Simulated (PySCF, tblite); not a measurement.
# C₅H₅F₃O: a rotation path, then NMR shifts on frames, part 2 of 2

tblite 0.8.0 and PySCF 2.14.0. Atoms count from 0. Earlier steps stand in the parts before.

### Step 5. Shielding tensors: image 4, PBE0/pcSseg-1

What the job is given:

```
{"job": {"kind": "nmr", "xc": "PBE0", "basis": "pcSseg-1", "pop": false}, "charge": 0, "multiplicity": 1}
F      1.013800     1.959100    -0.709500
C      1.422200     0.720900    -0.409200
F      1.716600     0.133100    -1.579400
F      2.594200     0.856000     0.233900
C      0.400500    -0.058000     0.444300
C     -0.862400     0.736000     0.681600
C     -1.886900     0.067800     0.167700
O     -1.575800    -1.124200    -0.385400
C     -0.171000    -1.316400    -0.248700
H      0.915500    -0.301000     1.379700
H     -0.881400     1.685500     1.173900
H     -2.928200     0.329900     0.130300
H     -0.004100    -2.219400     0.345200
H      0.246300    -1.469700    -1.246800
```

With the program's defaults for keys left out, this is: GIAO PBE0/pcSseg-1 NMR shielding, non-relativistic, gas phase.

The log of the run:

```text
coarse grid: 12880 points
cycle   1  E = -567.3862080602  dE =  1.631e+00  |g| = 9.725e-01  |ddm| = 3.374e+00
cycle   2  E = -567.2135874811  dE =  1.726e-01  |g| = 1.456e+00  |ddm| = 1.298e+00
cycle   3  E = -567.5446134808  dE = -3.310e-01  |g| = 1.201e-01  |ddm| = 8.320e-01
cycle   4  E = -567.5462923870  dE = -1.679e-03  |g| = 8.465e-02  |ddm| = 1.550e-01
cycle   5  E = -567.5479151229  dE = -1.623e-03  |g| = 1.431e-02  |ddm| = 7.359e-02
cycle   6  E = -567.5479538409  dE = -3.872e-05  |g| = 4.353e-03  |ddm| = 1.352e-02
cycle   7  E = -567.5479576307  dE = -3.790e-06  |g| = 5.020e-04  |ddm| = 3.644e-03
final grid: 128920 points
cycle   8  E = -567.6324779349  dE = -4.619e-05  |g| = 1.128e-02  |ddm| = 3.131e-02
cycle   9  E = -567.6324421339  dE =  3.580e-05  |g| = 1.810e-02  |ddm| = 1.791e-02
cycle  10  E = -567.6325011422  dE = -5.901e-05  |g| = 1.944e-03  |ddm| = 1.183e-02
cycle  11  E = -567.6325020352  dE = -8.930e-07  |g| = 4.017e-04  |ddm| = 1.942e-03
cycle  12  E = -567.6325020659  dE = -3.070e-08  |g| = 1.445e-04  |ddm| = 3.742e-04
cycle  13  E = -567.6325020701  dE = -4.226e-09  |g| = 3.282e-05  |ddm| = 1.226e-04
cycle  14  E = -567.6325020703  dE = -2.110e-10  |g| = 9.666e-06  |ddm| = 2.840e-05
converged SCF energy = -567.6325020703

GIAO shielding tensors (ppm)
atom      isotropic    diamagn.    paramagn.     s11        s22        s33       span
  0 F      249.721     473.465    -223.744    173.819    253.018    322.326    148.507
  1 C       51.630     241.326    -189.696     47.931     51.843     55.115      7.184
  2 F      254.626     473.638    -219.012    177.207    260.395    326.276    149.069
  3 F      238.731     471.945    -233.214    167.036    211.765    337.393    170.357
  4 C      132.107     251.080    -118.973    112.207    130.033    154.082     41.874
  5 C       86.429     254.339    -167.910     -9.235    125.979    142.543    151.778
  6 C       29.767     251.122    -221.356    -65.761     61.603     93.459    159.220
  7 O      202.440     395.302    -192.862    123.237    189.813    294.269    171.031
  8 C      114.601     245.034    -130.433     75.071    101.593    167.139     92.068
  9 H       27.721      30.594      -2.873     23.579     27.321     32.263      8.684
 10 H       26.668      31.663      -4.995     24.242     27.690     28.073      3.832
 11 H       25.275      29.100      -3.826     23.145     24.699     27.980      4.835
 12 H       27.083      28.814      -1.731     22.090     26.999     32.159     10.069
 13 H       26.679      29.341      -2.662     21.950     27.543     30.543      8.593
```

Run time: 21 s. Hardware: 1 thread of Arm Neoverse V2, shared host; peak memory 0.83 GiB.

This run: δ C6 157.2, C1 135.3, C5 100.5, C8 72.3, H11 6.44, H10 5.05 ppm.

### Step 6. NMR shieldings: image 6, PBE0/pcSseg-1

What the job is given:

```
{"job": {"kind": "nmr", "xc": "PBE0", "basis": "pcSseg-1", "pop": false}, "charge": 0, "multiplicity": 1}
F      1.314100     2.057000    -0.280700
C      1.405100     0.727500    -0.404100
F      1.287900     0.461700    -1.712400
F      2.666600     0.402400    -0.070700
C      0.383700    -0.011100     0.470200
C     -0.908300     0.757700     0.601100
C     -1.889700     0.022700     0.094500
O     -1.518800    -1.191600    -0.367100
C     -0.114500    -1.328200    -0.167200
H      0.873600    -0.169100     1.436900
H     -0.971400     1.733500     1.034900
H     -2.936600     0.246000     0.003300
H      0.058600    -2.193200     0.478600
H      0.349000    -1.515800    -1.139500
```

With the program's defaults for keys left out, this is: GIAO PBE0/pcSseg-1 NMR shielding, non-relativistic, gas phase.

The log of the run:

```text
coarse grid: 12880 points
cycle   1  E = -567.3907851744  dE =  1.634e+00  |g| = 9.696e-01  |ddm| = 3.372e+00
cycle   2  E = -567.2205902605  dE =  1.702e-01  |g| = 1.448e+00  |ddm| = 1.281e+00
cycle   3  E = -567.5477725562  dE = -3.272e-01  |g| = 1.228e-01  |ddm| = 8.231e-01
cycle   4  E = -567.5496019343  dE = -1.829e-03  |g| = 8.455e-02  |ddm| = 1.561e-01
cycle   5  E = -567.5512168274  dE = -1.615e-03  |g| = 1.400e-02  |ddm| = 7.290e-02
cycle   6  E = -567.5512538674  dE = -3.704e-05  |g| = 4.316e-03  |ddm| = 1.328e-02
cycle   7  E = -567.5512576290  dE = -3.762e-06  |g| = 4.711e-04  |ddm| = 3.599e-03
final grid: 128920 points
cycle   8  E = -567.6358988205  dE = -4.731e-05  |g| = 1.147e-02  |ddm| = 2.928e-02
cycle   9  E = -567.6358610794  dE =  3.774e-05  |g| = 1.849e-02  |ddm| = 1.811e-02
cycle  10  E = -567.6359227554  dE = -6.168e-05  |g| = 1.957e-03  |ddm| = 1.203e-02
cycle  11  E = -567.6359236616  dE = -9.062e-07  |g| = 4.066e-04  |ddm| = 1.948e-03
cycle  12  E = -567.6359236934  dE = -3.175e-08  |g| = 1.445e-04  |ddm| = 3.773e-04
cycle  13  E = -567.6359236976  dE = -4.212e-09  |g| = 3.255e-05  |ddm| = 1.218e-04
cycle  14  E = -567.6359236978  dE = -2.015e-10  |g| = 9.881e-06  |ddm| = 2.807e-05
converged SCF energy = -567.6359236978

GIAO shielding tensors (ppm)
atom      isotropic    diamagn.    paramagn.     s11        s22        s33       span
  0 F      256.365     473.176    -216.811    177.442    257.205    334.448    157.006
  1 C       51.544     242.185    -190.641     46.781     52.166     55.684      8.904
  2 F      261.940     474.440    -212.500    183.035    268.068    334.716    151.681
  3 F      244.529     472.347    -227.818    163.665    230.606    339.314    175.649
  4 C      132.567     250.913    -118.346    111.761    133.504    152.434     40.673
  5 C       87.233     254.734    -167.501     -7.519    128.735    140.484    148.003
  6 C       28.695     250.876    -222.180    -69.409     61.158     94.338    163.746
  7 O      201.230     395.058    -193.828    120.003    189.283    294.403    174.401
  8 C      115.237     245.153    -129.916     77.451    101.833    166.426     88.975
  9 H       27.763      30.528      -2.766     24.107     26.988     32.192      8.085
 10 H       26.641      31.733      -5.091     23.961     27.791     28.172      4.211
 11 H       25.246      29.039      -3.793     23.223     24.593     27.922      4.699
 12 H       27.110      28.799      -1.689     22.119     26.974     32.239     10.120
 13 H       26.764      29.325      -2.562     22.561     27.673     30.057      7.495
```

Wall time 21 s (1 thread of Arm Neoverse V2, shared host); peak memory 0.83 GiB.

Key values: δ C6 158.2, C1 135.4, C5 99.7, C8 71.7, H11 6.47, H10 5.08 ppm.

### Step 7. Nuclear shieldings: image 8, PBE0/pcSseg-1

What the job is given:

```
{"job": {"kind": "nmr", "xc": "PBE0", "basis": "pcSseg-1", "pop": false}, "charge": 0, "multiplicity": 1}
F      1.705600     1.950100     0.066900
C      1.376700     0.738000    -0.399400
F      0.926900     0.911800    -1.648000
F      2.525200     0.044900    -0.502800
C      0.369600     0.031700     0.501500
C     -0.947100     0.767300     0.529800
C     -1.879600    -0.025300     0.017500
O     -1.452300    -1.251500    -0.356400
C     -0.057200    -1.333800    -0.080800
H      0.839600    -0.049600     1.486600
H     -1.054600     1.770300     0.885300
H     -2.926500     0.160300    -0.135800
H      0.106500    -2.150700     0.626800
H      0.466500    -1.564000    -1.013600
```

Level: GIAO PBE0/pcSseg-1 NMR shielding, non-relativistic, gas phase.

The log of the run:

```text
coarse grid: 12880 points
cycle   1  E = -567.3961345450  dE =  1.637e+00  |g| = 9.668e-01  |ddm| = 3.371e+00
cycle   2  E = -567.2294450386  dE =  1.667e-01  |g| = 1.439e+00  |ddm| = 1.270e+00
cycle   3  E = -567.5518727862  dE = -3.224e-01  |g| = 1.233e-01  |ddm| = 8.151e-01
cycle   4  E = -567.5537421617  dE = -1.869e-03  |g| = 8.388e-02  |ddm| = 1.556e-01
cycle   5  E = -567.5553321271  dE = -1.590e-03  |g| = 1.396e-02  |ddm| = 7.237e-02
cycle   6  E = -567.5553689863  dE = -3.686e-05  |g| = 4.306e-03  |ddm| = 1.315e-02
cycle   7  E = -567.5553727169  dE = -3.731e-06  |g| = 4.679e-04  |ddm| = 3.576e-03
final grid: 128920 points
cycle   8  E = -567.6393704613  dE = -4.478e-05  |g| = 1.187e-02  |ddm| = 3.196e-02
cycle   9  E = -567.6393308836  dE =  3.958e-05  |g| = 1.905e-02  |ddm| = 1.863e-02
cycle  10  E = -567.6393959426  dE = -6.506e-05  |g| = 2.020e-03  |ddm| = 1.230e-02
cycle  11  E = -567.6393969176  dE = -9.750e-07  |g| = 3.782e-04  |ddm| = 1.981e-03
cycle  12  E = -567.6393969443  dE = -2.663e-08  |g| = 1.439e-04  |ddm| = 3.552e-04
cycle  13  E = -567.6393969485  dE = -4.229e-09  |g| = 3.140e-05  |ddm| = 1.212e-04
cycle  14  E = -567.6393969487  dE = -1.901e-10  |g| = 9.385e-06  |ddm| = 2.632e-05
converged SCF energy = -567.6393969487

GIAO shielding tensors (ppm)
atom      isotropic    diamagn.    paramagn.     s11        s22        s33       span
  0 F      258.444     473.033    -214.589    175.953    258.704    340.673    164.720
  1 C       51.188     243.237    -192.049     46.344     50.746     56.472     10.128
  2 F      264.905     475.174    -210.269    184.357    272.024    338.335    153.978
  3 F      256.787     473.278    -216.492    172.836    252.136    345.388    172.552
  4 C      133.330     250.956    -117.626    113.393    137.117    149.481     36.087
  5 C       87.850     254.978    -167.128     -6.216    127.302    142.465    148.681
  6 C       27.369     250.702    -223.332    -72.938     61.287     93.760    166.698
  7 O      201.323     394.917    -193.595    119.469    192.404    292.094    172.625
  8 C      115.311     245.442    -130.132     76.865    101.550    167.517     90.652
  9 H       27.908      30.607      -2.699     24.635     26.766     32.324      7.690
 10 H       26.697      31.635      -4.938     24.105     27.722     28.264      4.159
 11 H       25.180      29.005      -3.825     23.252     24.400     27.888      4.636
 12 H       27.078      28.896      -1.818     22.028     27.007     32.200     10.172
 13 H       26.983      29.331      -2.348     22.652     28.107     30.188      7.536
```

It took 21 s on 1 thread of Arm Neoverse V2, shared host; peak memory 0.83 GiB.

Key values: δ C6 159.6, C1 135.7, C5 99.1, C8 71.6, H11 6.54, H10 5.02 ppm.

### Step 8. Comparing the runs: NMR shifts

Shifts (ppm) of some atoms, chosen among heavy atoms and hydrogens apart, with basis size and wall time:

| frame | C6 | H13 | H9 | F2 | F3 | F0 | O7 | functions | time |
| --- | --- | --- | --- | --- | --- | --- | --- | --- | --- |
| image 0 | 159.5 | 4.73 | 3.81 | -85.8 | -87.4 | -94.1 | 134.8 | 178 | 21 s |
| image 2 | 158.6 | 4.86 | 3.90 | -85.1 | -77.7 | -83.7 | 133.2 | 178 | 21 s |
| image 4 | 157.2 | 5.04 | 4.00 | -83.7 | -67.8 | -78.8 | 133.6 | 178 | 21 s |
| image 6 | 158.2 | 4.95 | 3.95 | -91.0 | -73.6 | -85.4 | 134.8 | 178 | 21 s |
| image 8 | 159.6 | 4.73 | 3.81 | -94.0 | -85.8 | -87.5 | 134.8 | 178 | 21 s |

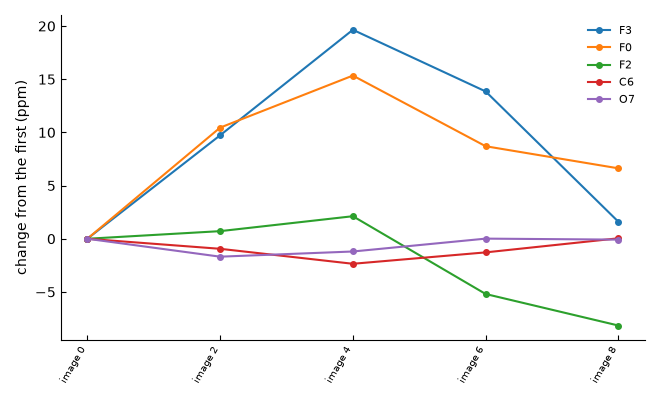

How five of the tabulated atoms move from run to run.

### Step 9. Outcome

The summary covers parts 1 to 2.

| quantity | value |
| --- | --- |
| barrier | 0.114 eV (2.6 kcal/mol) at image 4 |
| end to end (GFN2-xTB) | 0.000 eV |
| ¹³C shifts against TMS (PBE0/pcSseg-1, image 0) | 159.5, 135.7, 99.1, 71.6, 53.6 ppm |
| ¹H shifts against TMS (PBE0/pcSseg-1, image 0) | 6.54, 5.02, 4.73, 4.64, 3.81 ppm |
| ¹⁹F shifts against CFCl3 (PBE0/pcSseg-1, image 0) | -85.8, -87.4, -94.1 ppm |
| ¹⁷O shifts against H2O (PBE0/pcSseg-1, image 0) | 134.8 ppm |
| range of the shift of F3 | -87.4 to -67.8 ppm |

**Reading.** Along the band the dihedral turns by 120°, and the top (dihedral -4°) lies 2.6 kcal/mol above the start (GFN2-xTB, rough), so at room temperature this motion is fast. The top was not checked by a frequency run. Shifts at one fixed geometry are not the observed spectrum, which averages over the motion. Across the 5 runs the shift of F3 moves most, between -87.4 (image 0) and -67.8 ppm (image 4).
